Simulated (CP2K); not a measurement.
**SnH2O2 (SMILES [OH][Sn][OH]): GFN0-xTB**

What is the energy difference between two shapes of SnH2O2 at GFN0-xTB? 

The calculation is run with CP2K 2026.2.

1 further run of the same task is left out (it didn't finish).

**1. The system as given**

SnH2O2 has 5 atoms, charge 0, and is taken as a singlet. As SMILES, `[OH][Sn][OH]`. Geometry: relaxed at PBE0-D4/def2-TZVP. This is one conformer, not always the lowest.

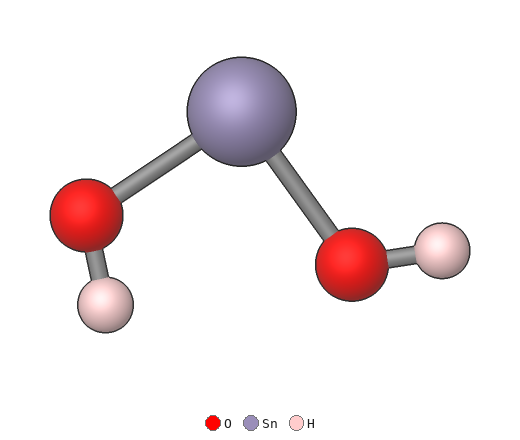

Viewed from a chosen angle; oxygen red, tin purple, hydrogen pink.

**2. A single-point energy at GFN0-xTB**

Input file job.inp:

```
&GLOBAL
    PROJECT job
    RUN_TYPE ENERGY
    PRINT_LEVEL MEDIUM
&END GLOBAL

&FORCE_EVAL
    METHOD Quickstep
    &DFT
        ! Quickstep
        &QS
            METHOD XTB
            EPS_DEFAULT 1.0E-10
            &XTB
                GFN_TYPE 0
                CHECK_ATOMIC_CHARGES F
            &END XTB
        &END QS
        &POISSON
            PERIODIC NONE
            POISSON_SOLVER ANALYTIC
        &END POISSON
        ! self-consistent field
        &SCF
            SCF_GUESS ATOMIC
            EPS_SCF 1.0E-07
            MAX_SCF 150
            ADDED_MOS 4
            &DIAGONALIZATION
                ALGORITHM STANDARD
            &END DIAGONALIZATION
            &MIXING
                METHOD DIRECT_P_MIXING
                ALPHA 0.4
            &END MIXING
            &SMEAR ON
                METHOD FERMI_DIRAC
                ELECTRONIC_TEMPERATURE [K] 300
            &END SMEAR
        &END SCF
        &PRINT
            &MOMENTS
                PERIODIC F
                REFERENCE COM
                MAX_MOMENT 1
            &END MOMENTS
            &MO ON
                ENERGIES T
                OCCUPATION_NUMBERS T
                NDIGITS 6
                &EACH
                    QS_SCF 0
                &END EACH
                ADD_LAST NUMERIC
            &END MO
            &HIRSHFELD OFF
            &END HIRSHFELD
        &END PRINT
    &END DFT
    ! atoms, cell and kinds
    &SUBSYS
        &CELL
            ABC 13.5 11.6 11.6
            PERIODIC NONE
        &END CELL
        &COORD
            O     -0.984300     0.177800    -0.613800
            Sn    -0.153700    -0.943900     0.800900
            O      1.561800     0.002900     0.636100
            H     -1.901200    -0.005600    -0.831400
            H      1.527200     0.695100    -0.033300
        &END COORD
        &TOPOLOGY
            &CENTER_COORDINATES
            &END CENTER_COORDINATES
        &END TOPOLOGY
    &END SUBSYS
&END FORCE_EVAL
```

Run with:

```sh
$ OMP_NUM_THREADS=1 cp2k.psmp -i job.inp -o job.out
```

The log of the run (excerpt; [...] marks lines left out):

```text
CP2K| version string:                                       CP2K version 2026.2
[...]
 GLOBAL| Method name                                                        CP2K
[...]
 GLOBAL| Run type                                                         ENERGY
[...]
                             - Atoms:                                          5
[...]
                             - Spherical basis functions:                     21
[...]
 Number of electrons:                                                         18
[...]
  Fermi energy:                                                -0.31088960040630
[...]
 TB_DIPOLE| Moment [Debye]         -1.52853469      -1.99606342       1.23652136
 TB_DIPOLE| Derivative [a.u.]       0.00000000       0.00000000       0.00000000
[...]
 ENERGY| Total FORCE_EVAL ( QS ) energy [hartree]             -9.942678611804427
[...]
```

Run time: 0.24 s. Hardware: 1 thread of Arm Neoverse V1, shared host.

**3. The distorted shape at the same level**

Input file qs.inp:

```
&FORCE_EVAL
   METHOD QUICKSTEP
   &DFT
      CHARGE 0
      MULTIPLICITY 1
      ! Quickstep
      &QS
         METHOD XTB
         EPS_DEFAULT 1.0E-10
         &XTB
            GFN_TYPE 0
            CHECK_ATOMIC_CHARGES F
         &END
      &END
      ! no periodic images
      &POISSON
         PERIODIC NONE
         POISSON_SOLVER ANALYTIC
      &END
      &SCF
         SCF_GUESS ATOMIC
         EPS_SCF 1.0E-07
         MAX_SCF 150
         ADDED_MOS 4
         &DIAGONALIZATION
            ALGORITHM STANDARD
         &END
         &MIXING
            METHOD DIRECT_P_MIXING
            ALPHA 0.4
         &END
         &SMEAR ON
            METHOD FERMI_DIRAC
            ELECTRONIC_TEMPERATURE [K] 300
         &END
      &END
      &PRINT
         &MOMENTS
            PERIODIC F
            REFERENCE COM
            MAX_MOMENT 1
         &END
         &MO ON
            ENERGIES T
            OCCUPATION_NUMBERS T
            NDIGITS 6
            &EACH
               QS_SCF 0
            &END
            ADD_LAST NUMERIC
         &END
         &HIRSHFELD OFF
         &END
      &END
   &END
   ! structure
   &SUBSYS
      ! box in angstrom
      &CELL
         ABC [angstrom] 13.4 11.6 11.6
         PERIODIC NONE
      &END
      &COORD
         O     -1.020623     0.130298    -0.552928
         Sn    -0.170147    -0.945614     0.752756
         O      1.536707     0.103500     0.685021
         H     -1.909899     0.027326    -0.835695
         H      1.517697     0.648389    -0.057587
      &END
      &TOPOLOGY
         &CENTER_COORDINATES
         &END
      &END
   &END
&END

&GLOBAL
   PROJECT_NAME qs
   RUN_TYPE ENERGY
   PRINT_LEVEL MEDIUM
&END
```

Run with:

```sh
$ OMP_NUM_THREADS=1 cp2k.psmp -i qs.inp -o qs.out
```

The log of the run (excerpt; [...] marks lines left out):

```text
CP2K| version string:                                       CP2K version 2026.2
[...]
 GLOBAL| Method name                                                        CP2K
[...]
 GLOBAL| Run type                                                         ENERGY
[...]
                             - Atoms:                                          5
[...]
                             - Spherical basis functions:                     21
[...]
 Number of electrons:                                                         18
[...]
  Fermi energy:                                                -0.30761534578637
[...]
 TB_DIPOLE| Moment [Debye]         -2.28378120      -1.93137438       0.38520082
 TB_DIPOLE| Derivative [a.u.]       0.00000000       0.00000000       0.00000000
[...]
 ENERGY| Total FORCE_EVAL ( QS ) energy [hartree]             -9.938103584671481
[...]
```

Wall time 0.24 s (1 thread of Arm Neoverse V1, shared host).

**4. Outcome**

At GFN0-xTB:

| quantity | value |
| --- | --- |
| first shape: total energy | -9.94268 Eh |
| first shape: dipole moment (from atomic charges alone) | 2.80 D |
| first shape: HOMO energy | -11.38 eV |
| first shape: LUMO energy | -7.56 eV |
| first shape: HOMO–LUMO gap | 3.82 eV |
| first shape: dispersion energy | -2.01 kJ/mol |
| distorted shape: total energy | -9.93810 Eh |
| distorted shape: dipole moment (from atomic charges alone) | 3.02 D |
| distorted shape: HOMO energy | -11.22 eV |
| distorted shape: LUMO energy | -7.47 eV |
| distorted shape: HOMO–LUMO gap | 3.74 eV |
| distorted shape: dispersion energy | -2.02 kJ/mol |
| energy change with the atoms displaced | 0.124 eV |

**Reading.** With the atoms displaced the energy rises by 0.12 eV (12.0 kJ/mol). The first shape isn't relaxed at this level, so the change isn't measured from a minimum. The dipole (first shape) comes from point charges on the atoms alone, without atomic dipoles, so it is partial. The dipole (distorted shape) comes from point charges on the atoms alone, without atomic dipoles, so it is partial.
